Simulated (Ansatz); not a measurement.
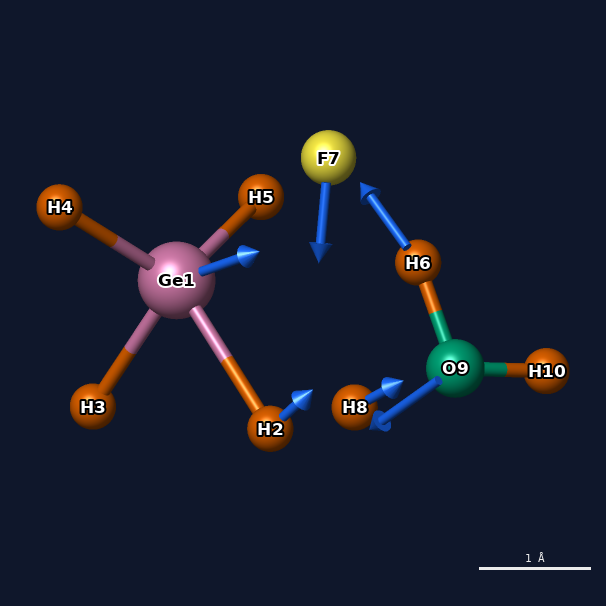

Arrows show the forces on the atoms, 0.7 Å of arrow for 1 eV/Å; forces under a tenth of the largest aren't drawn. Level of theory: PBE0-D4/def2-SVP (Ansatz 0.2.0).

> On which atom is the force largest, and how large is it?

On O9: 1.42 eV/Å.

> Which bond do the forces act along most?

H6–O9, now 1.025 Å: the forces push its atoms apart, so a first step downhill lengthens it.

List the force components in the frame of the picture (x right, y up, z towards the viewer), in eV/Å.

```json
{"atom": "Ge1", "Fx": "0.75", "Fy": "0.26", "Fz": "0.68"}
{"atom": "H2", "Fx": "0.39", "Fy": "0.36", "Fz": "0.38"}
{"atom": "H3", "Fx": "−0.01", "Fy": "0.00", "Fz": "0.00"}
{"atom": "H4", "Fx": "0.00", "Fy": "−0.01", "Fz": "0.00"}
{"atom": "H5", "Fx": "−0.01", "Fy": "−0.01", "Fz": "0.00"}
{"atom": "H6", "Fx": "−0.61", "Fy": "0.85", "Fz": "−0.51"}
{"atom": "F7", "Fx": "−0.10", "Fy": "−1.05", "Fz": "−0.08"}
{"atom": "H8", "Fx": "0.46", "Fy": "0.25", "Fz": "0.44"}
{"atom": "O9", "Fx": "−0.90", "Fy": "−0.64", "Fz": "−0.89"}
{"atom": "H10", "Fx": "0.02", "Fy": "−0.02", "Fz": "−0.02"}
```
